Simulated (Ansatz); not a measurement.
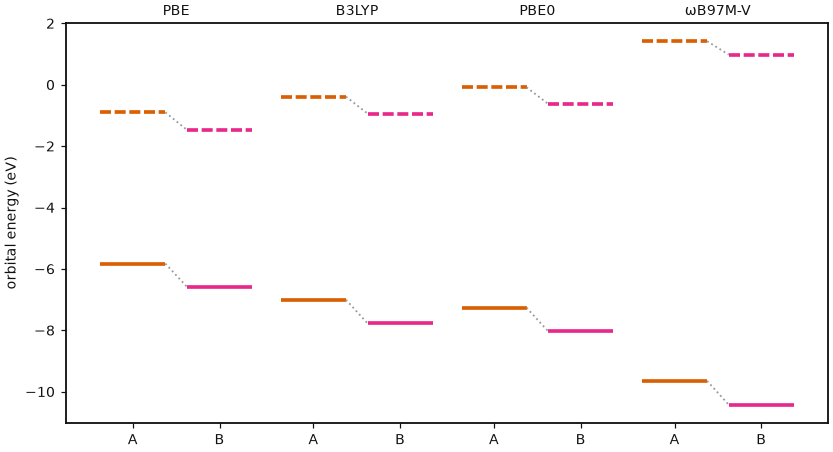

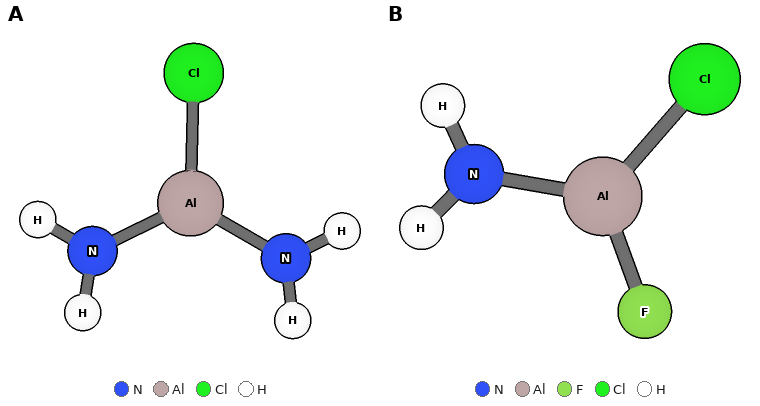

One change: A, AlN₂H₄Cl (SMILES [NH2][Al]([NH2])[Cl]), becomes B, AlNH₂ClF (SMILES [NH2][Al]([F])[Cl]). NH₂ on Al is replaced by F. HOMO (solid) and LUMO (dashed) computed in def2-TZVPP at PBE0-D4/def2-TZVP geometries, both minima by their frequencies, gas phase, the Ansatz code. Empty levels above zero depend strongly on the basis.

> What does the change do to HOMO and LUMO?

PBE: the HOMO falls by 0.76 eV, the LUMO falls by 0.57 eV, and the separation goes from 4.93 to 5.11 eV. B3LYP: the HOMO falls by 0.77 eV, the LUMO falls by 0.55 eV, and the separation goes from 6.62 to 6.84 eV. PBE0: the HOMO falls by 0.77 eV, the LUMO falls by 0.54 eV, and the separation goes from 7.18 to 7.41 eV. ωB97M-V: the HOMO falls by 0.78 eV, the LUMO falls by 0.44 eV, and the separation goes from 11.07 to 11.41 eV.

> Do the functionals agree on the effect?

They agree on the direction for both levels; the HOMO shift lies between −0.78 and −0.76 eV and the LUMO shift between −0.57 and −0.44 eV, while the separations themselves differ by up to 6.3 eV between functionals.
